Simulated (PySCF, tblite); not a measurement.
# C₆H₁₃FSSi: geometry, infrared bands and NMR shifts

Aim: predict the infrared bands and NMR shifts of C₆H₁₃FSSi (`CC[C@@]1(F)CS[SiH2][C@H]1C`).

Computed with tblite 0.8.0 and PySCF 2.14.0, with density-fitted response routines of our own, on a single molecule in the gas phase. Atoms are numbered from 0 throughout.

### Step 1. Starting geometry

22 atoms, charge 0, multiplicity 1; geometry from: force field or distance geometry start.

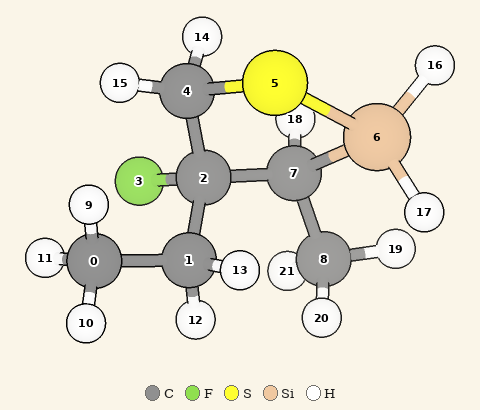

As it starts; carbon grey, fluorine green, sulfur yellow, silicon light orange, hydrogen white, atoms numbered.

### Step 2. Relaxing the molecule with GFN2-xTB

The job: settings as JSON, then the geometry in Å.

```
{"job": {"kind": "relax", "xc": "GFN2-xTB", "basis": "xTB"}, "charge": 0, "multiplicity": 1}
C      2.593000     0.250300     0.124400
C      1.106800     0.604600     0.313500
C      0.224100    -0.248200    -0.550600
F      0.593000     0.026500    -1.867300
C      0.432600    -1.723200    -0.356100
S     -0.145200    -2.101200     1.328100
Si    -1.829500    -0.738400     1.174200
C     -1.234000     0.058000    -0.428500
C     -1.576000     1.518400    -0.458500
H      2.768800    -0.779300     0.488900
H      3.202300     0.913400     0.757800
H      2.843800     0.385400    -0.922700
H      0.945500     1.664100     0.000700
H      0.858200     0.569800     1.392500
H     -0.302000    -2.213100    -1.039600
H      1.431600    -2.080400    -0.559800
H     -3.066800    -1.475500     0.951800
H     -1.865400     0.191400     2.285400
H     -1.808400    -0.445500    -1.238000
H     -2.655500     1.590700    -0.185700
H     -1.023200     2.113500     0.279500
H     -1.504200     1.938300    -1.490900
```

Command:

```
$ OMP_NUM_THREADS=1 python probes_run.py task.json out
```

The driver reads the jobs from task.json and runs them one after another.

What it wrote:

```text
step      E/eV     max force
  0    -794.89593    1.760
  1    -795.04466    0.594
  2    -795.09722    0.570
  3    -795.13786    0.586
  4    -795.16702    0.392
  5    -795.18290    0.235
  6    -795.19261    0.189
  7    -795.20132    0.221
  8    -795.21013    0.206
  9    -795.21769    0.201
 10    -795.22353    0.150
 11    -795.22833    0.160
 12    -795.23308    0.157
 13    -795.23751    0.133
 14    -795.24090    0.141
 15    -795.24350    0.110
 16    -795.24587    0.109
 17    -795.24796    0.100
 18    -795.24963    0.084
 19    -795.25107    0.081
 20    -795.25274    0.116
 21    -795.25504    0.114
 22    -795.25787    0.142
 23    -795.26064    0.132
 24    -795.26307    0.105
 25    -795.26537    0.120
 26    -795.26765    0.109
 27    -795.26971    0.115
 28    -795.27121    0.083
 29    -795.27229    0.074
 30    -795.27324    0.062
 31    -795.27415    0.072
 32    -795.27494    0.061
 33    -795.27557    0.049
 34    -795.27610    0.048
 35    -795.27657    0.042
 36    -795.27698    0.041
 37    -795.27732    0.038
 38    -795.27760    0.032
 39    -795.27786    0.035
 40    -795.27809    0.031
 41    -795.27830    0.029
 42    -795.27849    0.031
 43    -795.27864    0.021
 44    -795.27874    0.019
 45    -795.27881    0.018
 46    -795.27888    0.021
 47    -795.27896    0.025
 48    -795.27903    0.019
 49    -795.27910    0.020
 50    -795.27917    0.019
 51    -795.27923    0.017
 52    -795.27928    0.016
 53    -795.27931    0.015
 54    -795.27933    0.013
 55    -795.27935    0.013
 56    -795.27938    0.012
 57    -795.27939    0.010
```

It took 1 s on 1 thread of Arm Neoverse N1, shared host; peak memory 0.18 GiB.

Relaxation path: (not every step is listed)

```csv
step,energy from step 0 (eV),largest force (eV/Å)
0,0.0000,1.7601
1,-0.1487,0.5941
2,-0.2013,0.5697
3,-0.2419,0.5864
4,-0.2711,0.3917
5,-0.2870,0.2350
6,-0.2967,0.1886
7,-0.3054,0.2214
8,-0.3142,0.2059
12,-0.3371,0.1568
16,-0.3499,0.1086
20,-0.3568,0.1161
24,-0.3671,0.1053
28,-0.3753,0.0825
32,-0.3790,0.0607
36,-0.3810,0.0409
40,-0.3822,0.0314
44,-0.3828,0.0191
48,-0.3831,0.0187
52,-0.3833,0.0155
53,-0.3834,0.0151
54,-0.3834,0.0133
55,-0.3834,0.0130
56,-0.3834,0.0116
57,-0.3835,0.0099
```

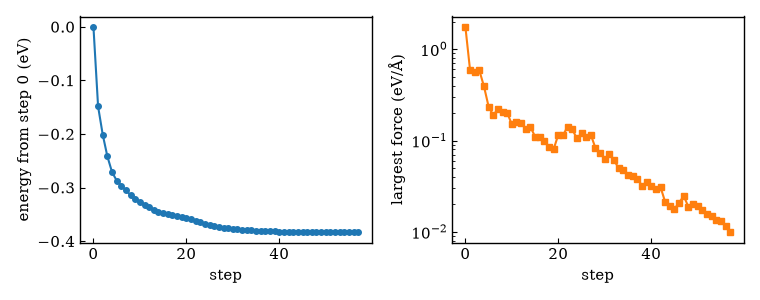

Energy and largest force along the relaxation.

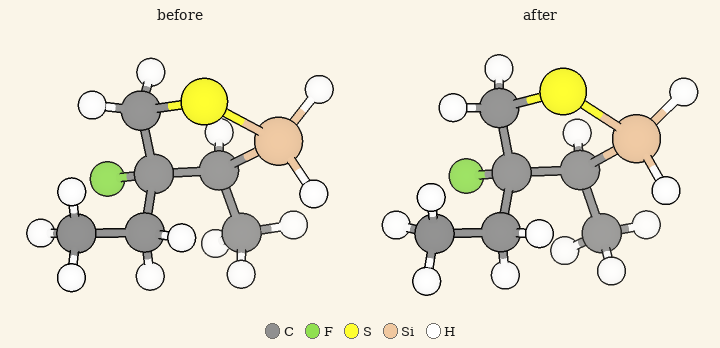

Before and after, at one scale.

Close pairs (by a distance rule), those that changed most:

```csv
bond,before (Å),after (Å),change (Å)
C2–C7,1.495,1.535,+0.040
C1–C2,1.501,1.530,+0.029
S5–Si6,2.172,2.143,-0.029
C8–H19,1.116,1.088,-0.028
C8–H21,1.117,1.089,-0.028
C1–H12,1.116,1.091,-0.025
C4–H14,1.117,1.091,-0.025
C2–C4,1.502,1.528,+0.025
```

The final coordinates are the input of the step that follows.

### Step 3. Infrared spectrum with GFN2-xTB

The job: settings as JSON, then the geometry in Å.

```
{"job": {"kind": "ir", "xc": "GFN2-xTB", "basis": "xTB"}, "charge": 0, "multiplicity": 1}
C      2.596710     0.270564     0.146400
C      1.117953     0.623315     0.274419
C      0.197271    -0.239801    -0.590598
F      0.522385     0.014947    -1.928872
C      0.390227    -1.741375    -0.386356
S     -0.253195    -2.252302     1.241032
Si    -1.816313    -0.785987     1.222583
C     -1.291580     0.077822    -0.390966
C     -1.632248     1.562338    -0.460566
H      2.820997    -0.679468     0.624801
H      3.197637     1.039197     0.626642
H      2.880830     0.216321    -0.902245
H      0.980487     1.659232    -0.039074
H      0.801996     0.531987     1.315793
H     -0.155854    -2.286786    -1.157756
H      1.436759    -2.030715    -0.432846
H     -3.127269    -1.413446     1.115029
H     -1.687277     0.068894     2.396231
H     -1.807697    -0.411203    -1.226853
H     -2.712492     1.686040    -0.491172
H     -1.257866     2.103103     0.405117
H     -1.211870     2.006707    -1.361593
```

What it wrote:

```text
mode    cm-1     km/mol
  1      60.6      0.84
  2      80.9      3.25
  3     132.0      4.86
  4     185.0      0.43
  5     223.7      0.74
  6     240.0      0.63
  7     273.0      0.23
  8     283.4      1.63
  9     320.7      5.04
 10     326.9      9.78
 11     345.5      5.83
 12     426.3      9.55
 13     460.9     16.19
 14     484.9     11.08
 15     510.9     35.59
 16     527.2     37.66
 17     561.8     30.30
 18     650.5    219.04
 19     712.7     91.99
 20     759.5     43.33
 21     775.4    194.02
 22     792.8     16.49
 23     810.6     14.30
 24     870.3      1.50
 25     952.5     93.17
 26     982.1     11.94
 27    1013.0     10.41
 28    1027.6      6.10
 29    1072.8      2.91
 30    1093.0     12.87
 31    1104.7      6.94
 32    1126.4      1.78
 33    1176.9     16.88
 34    1201.9     22.79
 35    1224.1      1.33
 36    1254.7      3.41
 37    1270.5      7.99
 38    1322.0      5.03
 39    1342.4      5.27
 40    1413.8      2.58
 41    1417.2      2.26
 42    1458.8      6.11
 43    1463.7      1.90
 44    1497.8      4.01
 45    1506.5      6.12
 46    1511.9      2.23
 47    1513.1      2.56
 48    2305.7    346.81
 49    2320.4    132.47
 50    2908.7     32.09
 51    2974.3     12.61
 52    2977.1     36.73
 53    2998.0     10.53
 54    3019.1     19.43
 55    3030.4     33.71
 56    3034.1      9.64
 57    3037.0     29.61
 58    3039.5     25.51
 59    3041.4     26.85
 60    3044.6     22.50
```

Run time: 1.9 s. Hardware: 1 thread of Arm Neoverse N1, shared host; peak memory 0.18 GiB.

Which atoms move in the most intense modes:

```csv
cm⁻¹,km/mol,atoms
527,37.7,"S5 41 %, Si6 41 %"
650,219.0,"H17 45 %, H16 32 %"
713,92.0,"C4 19 %, C7 18 %, C1 13 %, Si6 12 %"
760,43.3,"C4 35 %, C7 15 %, S5 12 %"
775,194.0,"H17 43 %, H16 41 %"
952,93.2,"C2 41 %, F3 17 %, H13 12 %"
2306,346.8,"H17 62 %, H16 34 %"
2320,132.5,"H16 63 %, H17 35 %"
```

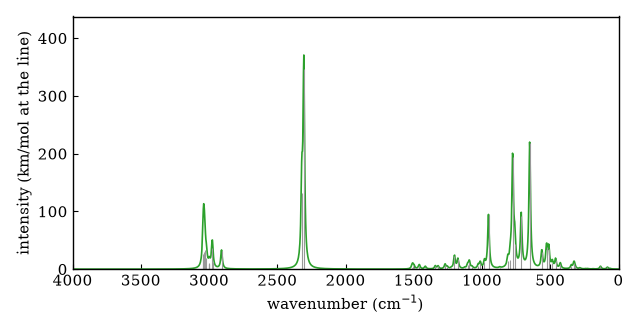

The infrared spectrum from these modes, unscaled. Lines are broadened to a width of 14 cm⁻¹ (Lorentzian).

### Step 4. NMR shieldings: PBE0/pcSseg-1

Same as in step 3 but for these lines:

```diff
@@ -1,2 +1,2 @@
-{"job": {"kind": "ir", "xc": "GFN2-xTB", "basis": "xTB"}, "charge": 0, "multiplicity": 1}
+{"job": {"kind": "nmr", "xc": "PBE0", "basis": "pcSseg-1"}, "charge": 0, "multiplicity": 1}
 C      2.596710     0.270564     0.146400
```

With the program's defaults for keys left out, this is: GIAO PBE0/pcSseg-1 NMR shielding, non-relativistic, gas phase.

What it wrote:

```text
coarse grid: 18912 points
cycle   1  E = -1023.1752896732  dE =  9.393e-01  |g| = 6.007e-01  |ddm| = 4.182e+00
cycle   2  E = -1023.1407252736  dE =  3.456e-02  |g| = 7.822e-01  |ddm| = 1.137e+00
cycle   3  E = -1023.2512598611  dE = -1.105e-01  |g| = 8.559e-02  |ddm| = 6.461e-01
cycle   4  E = -1023.2523822799  dE = -1.122e-03  |g| = 3.753e-02  |ddm| = 1.002e-01
cycle   5  E = -1023.2526684564  dE = -2.862e-04  |g| = 5.904e-03  |ddm| = 3.876e-02
cycle   6  E = -1023.2526763966  dE = -7.940e-06  |g| = 2.415e-03  |ddm| = 1.105e-02
final grid: 172360 points
cycle   7  E = -1023.3184995278  dE = -7.629e-05  |g| = 1.225e-02  |ddm| = 5.019e-02
cycle   8  E = -1023.3184682114  dE =  3.132e-05  |g| = 1.668e-02  |ddm| = 3.023e-02
cycle   9  E = -1023.3185369999  dE = -6.879e-05  |g| = 1.568e-03  |ddm| = 1.854e-02
cycle  10  E = -1023.3185374676  dE = -4.676e-07  |g| = 4.036e-04  |ddm| = 1.711e-03
cycle  11  E = -1023.3185374985  dE = -3.091e-08  |g| = 9.376e-05  |ddm| = 4.277e-04
cycle  12  E = -1023.3185375002  dE = -1.708e-09  |g| = 3.905e-05  |ddm| = 1.607e-04
cycle  13  E = -1023.3185375005  dE = -3.022e-10  |g| = 5.071e-06  |ddm| = 3.437e-05
converged SCF energy = -1023.3185375005

GIAO shielding tensors (ppm)
atom      isotropic    diamagn.    paramagn.     s11        s22        s33       span
  0 C      178.220     246.110     -67.890    170.285    176.371    188.003     17.717
  1 C      160.336     250.650     -90.314    152.226    158.136    170.646     18.420
  2 C       81.559     244.912    -163.353     48.911     62.182    133.583     84.672
  3 F      362.669     478.012    -115.344    302.426    361.019    424.561    122.135
  4 C      146.861     251.775    -104.915    113.610    153.298    173.674     60.064
  5 S      719.660    1058.197    -338.537    569.273    661.804    927.904    358.630
  6 Si     362.772     880.297    -517.525    332.410    346.535    409.372     76.962
  7 C      153.075     253.953    -100.877    135.040    143.882    180.303     45.263
  8 C      176.196     245.657     -69.461    167.770    175.008    185.811     18.041
  9 H       30.659      30.161       0.498     24.841     30.625     36.510     11.669
 10 H       30.657      28.034       2.623     25.293     27.663     39.015     13.722
 11 H       30.498      29.906       0.591     25.237     29.284     36.972     11.735
 12 H       30.022      33.421      -3.399     23.435     31.852     34.780     11.345
 13 H       30.021      32.732      -2.711     25.544     31.060     33.459      7.915
 14 H       28.667      32.175      -3.508     23.172     27.598     35.231     12.060
 15 H       28.706      32.483      -3.777     23.997     27.642     34.478     10.480
 16 H       26.830      28.995      -2.165     22.875     24.209     33.406     10.531
 17 H       27.144      29.575      -2.431     24.206     24.398     32.828      8.623
 18 H       29.862      33.366      -3.504     25.867     28.918     34.800      8.933
 19 H       30.594      28.514       2.080     25.193     27.936     38.653     13.460
 20 H       30.746      30.694       0.051     26.222     29.591     36.424     10.202
 21 H       30.113      30.148      -0.036     24.911     28.489     36.939     12.027
```

Wall time 96 s (1 thread of Arm Neoverse N1, shared host); peak memory 1.1 GiB.

Shifts follow as δ = σ(reference) − σ, with reference shieldings (ppm) from runs at the same level and on the same kind of geometry: 1H TMS 31.72, 13C TMS 186.9, 29Si TMS 349.2, 19F CFCl3 170.9, 33S CS2 504. The references are single molecules in the gas phase, so shifts against H2O, NH3, PH3, H3PO4 or CFCl3 are not on the usual liquid scales and can be off by tens of ppm. Atoms listed in one row are averaged.

```csv
atoms,environment,σ (ppm),δ (ppm),δ scaled to CDCl3
C2,fully substituted sp3 carbon bonded to F,81.6,105.4,100.9
C4,sp3 CH2 bonded to S,146.9,40.1,32.8
C7,sp3 CH bonded to Si,153.1,33.8,31.1
C1,sp3 CH2,160.3,26.6,24.0
C8,methyl carbon,176.2,10.7,8.6
C0,methyl carbon,178.2,8.7,6.6
H16,"hydrogen on a silicon bonded to C, S, in a 5-membered ring",26.83,4.89,–
H17,"hydrogen on a silicon bonded to C, S, in a 5-membered ring",27.14,4.57,–
H14,hydrogen on an sp3 CH2 bonded to S,28.67,3.05,2.98
H15,hydrogen on an sp3 CH2 bonded to S,28.71,3.01,2.94
H18,hydrogen on an sp3 CH bonded to Si,29.86,1.86,1.85
H13,hydrogen on an sp3 CH2,30.02,1.70,1.70
H12,hydrogen on an sp3 CH2,30.02,1.69,1.70
"H19, H20, H21",hydrogen on a methyl carbon,30.48,1.23,1.27
"H9, H10, H11",hydrogen on a methyl carbon,30.60,1.11,1.15
F3,fluorine on an sp3 carbon,362.7,-191.7,–
S5,"sulfur bonded to C, Si, in a 5-membered ring",720,-216,–
Si6,"silicon bonded to C, S, 2 H, in a 5-membered ring",362.8,-13.6,–
```

The scaled column applies a straight-line fit of computed shieldings to shifts measured in CDCl3, with any fitted terms for Cl, Br or S neighbours, and one for carbons that bear F (root-mean-square error 0.16 ppm for H, 1.9 ppm for C).

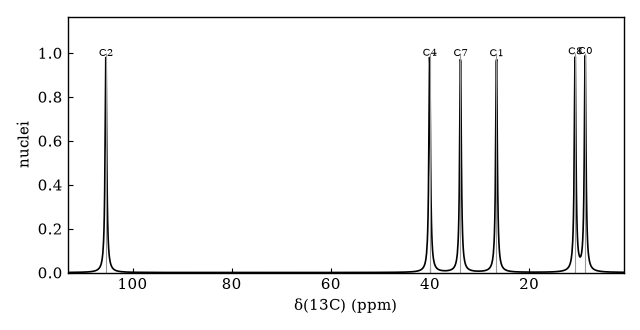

13C lines at the computed shifts, without couplings. Lines are broadened to a width of 0.39 ppm (Lorentzian).

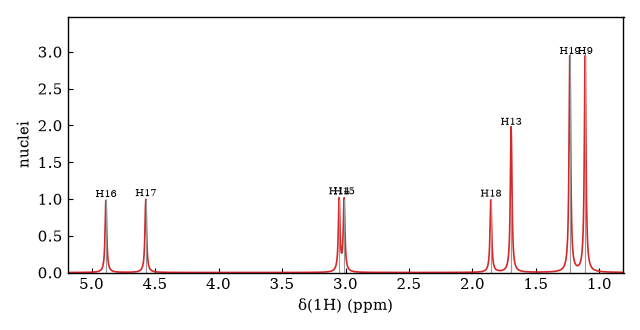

1H lines at the computed shifts, without couplings. Lines are broadened to a width of 0.02 ppm (Lorentzian).

Charges from the same density, by scheme (e):

```csv
atoms,Mulliken,IAO,Hirshfeld,ESP fit
C0,-0.26,-0.42,-0.12,-0.52
C1,-0.21,-0.27,-0.08,0.22
C2,0.02,0.31,0.10,0.14
F3,-0.33,-0.34,-0.10,-0.22
C4,-0.22,-0.34,-0.08,-0.40
S5,-0.27,-0.20,-0.10,-0.29
Si6,0.61,0.68,0.32,0.54
C7,-0.52,-0.38,-0.12,-0.17
C8,-0.21,-0.42,-0.12,-0.38
```

ESP fit charges:

C0 -0.52; C1 0.22; C2 0.14; F3 -0.22; C4 -0.40; S5 -0.29; Si6 0.54; C7 -0.17; C8 -0.38; H9 0.14; H10 0.13; H11 0.13; H12 0.04; H13 -0.01; H14 0.17; H15 0.24; H16 -0.12; H17 -0.09; H18 0.13; H19 0.12; H20 0.08; H21 0.13

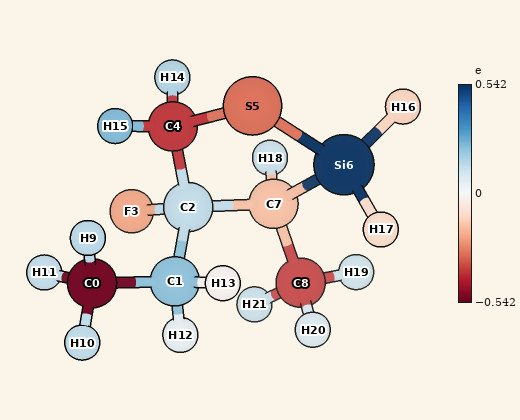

ESP fit charges, as colours on the atoms.

Mayer bond orders: C0–C1 1.07, C1–C2 0.97, C2–F3 0.84, C2–C4 0.98, C4–S5 1.00, S5–Si6 0.97, Si6–C7 0.88, C7–C8 1.05, C7–C2 0.97.

Ring of atoms C2, C4, S5, Si6, C7: NICS(0) -7.7, NICS(1) -4.4, NICS(1)zz -2.0 ppm (means of both faces; NICS(1) differs between them: -5.7 and -3.2).

### Step 5. What came out

| quantity | value |
| --- | --- |
| strongest single infrared mode (GFN2-xTB) | 2306 cm⁻¹, 347 km/mol |
| zero-point energy (GFN2-xTB) | 110.8 kcal/mol |
| 13C shifts against TMS (PBE0/pcSseg-1) | 105.4, 40.1, 33.8, 26.6, 10.7, 8.7 ppm |
| 1H shifts against TMS (PBE0/pcSseg-1, means over atoms taken as alike) | 4.89, 4.57, 3.05, 3.01, 1.86, 1.70, 1.69, 1.23, 1.11 ppm |
| 19F shifts against CFCl3 (PBE0/pcSseg-1) | -191.7 ppm |
| 33S shifts against CS2 (PBE0/pcSseg-1) | -216 ppm |
| 29Si shifts against TMS (PBE0/pcSseg-1) | -13.6 ppm |

What this shows: Over 57 steps the energy fell by 0.383 eV; of the close pairs, C2–C7 changed most, 1.495 to 1.535 Å. All 60 modes are real, so the xTB geometry is a minimum. The strongest single mode, at 2306 cm⁻¹, moves mainly H17 and H16. GFN2-xTB is a fitted tight-binding method: band positions and strengths are rough. Its intensities can rank the bands wrongly. C2 (fully substituted sp3 carbon bonded to F) lies farthest downfield among carbon, at 105.4 ppm; deshielded by the electronegative neighbour. At PBE0/pcSseg-1: Shielding is most anisotropic at S5 (span 359 ppm, paramagnetic term -339 ppm).
